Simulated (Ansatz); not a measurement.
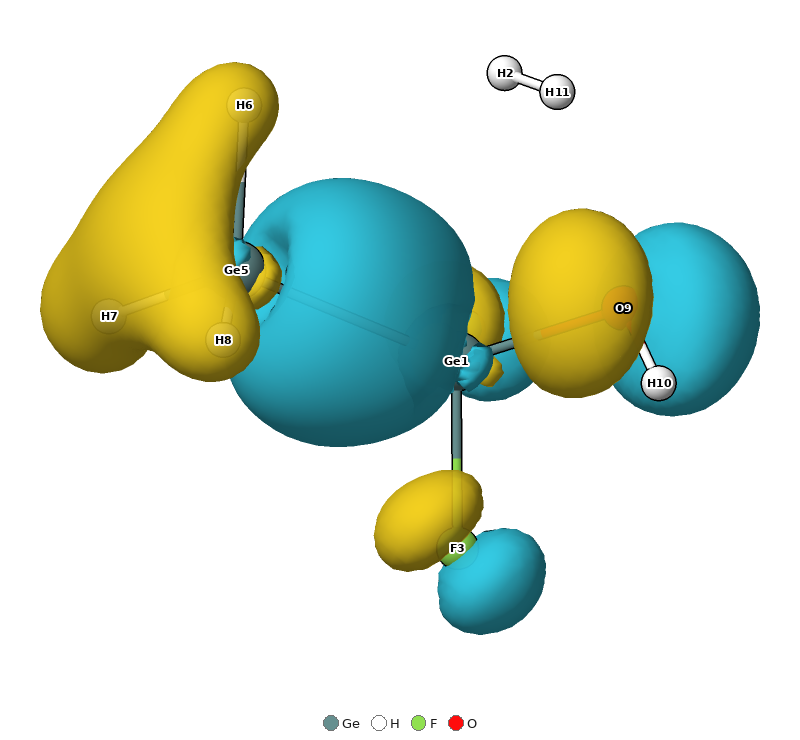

F₂Ge₂H₄O···H₂. The HOMO at ±0.1 Å⁻³ᐟ² (yellow and cyan are the two phases), seen at a tilt.

Not at a stationary point (largest force 1.8 eV/Å).

Method: Ansatz, RKS PBE0/def2-SVP.

The calculation's input:

```
crystal:
  periodic: [false, false, false]
  atoms:
    - { symbol: Ge, position_ang: [0.0, 0.0, 0.0] }
    - { symbol: H, position_ang: [0.0, 0.0, 1.9] }
    - { symbol: F, position_ang: [1.5842, 0.0, -0.5594] }
    - { symbol: F, position_ang: [-0.7913, 1.3709, -0.5594] }
    - { symbol: Ge, position_ang: [-1.1304, -1.9584, -0.7992] }
    - { symbol: H, position_ang: [-1.8281, -2.673, 0.3861] }
    - { symbol: H, position_ang: [-2.1918, -1.5497, -1.8522] }
    - { symbol: H, position_ang: [-0.1029, -2.92, -1.4487] }
    - { symbol: O, position_ang: [0.7702, -1.8071, 0.6527] }
    - { symbol: H, position_ang: [0.1354, -2.5529, 0.4061] }
    - { symbol: H, position_ang: [0.3897, -0.9142, 1.8011] }
basis:
  gaussian: { orbitals: def2-SVP }
hamiltonian:
  xc: pbe0
relax:
  f_tol: 0.15
  max_steps: 25
  restrain:
    - { distance: [0, 8], at: 1.77, k: 30.0 }
    - { distance: [10, 1], at: 0.66, k: 30.0 }
    - { distance: [0, 1], at: 2.75, k: 30.0 }
    - { distance: [10, 8], at: 2.21, k: 30.0 }
output:
  orbitals: {}
```

Run with:

```sh
ansatz run input.yaml --threads 4 --pin off --max-ram 5120MiB --backend cpu --events-out ev --progress --plain --runs-dir out
```

The fields are those of the run's last geometry, not of the input's.

**Describe this orbital and give its energy.**

It lies mainly on O9 (about 30 %), Ge5 (about 25 %), Ge1 (about 20 %) and F4 (about 5 %). Its energy is −8.82 eV.
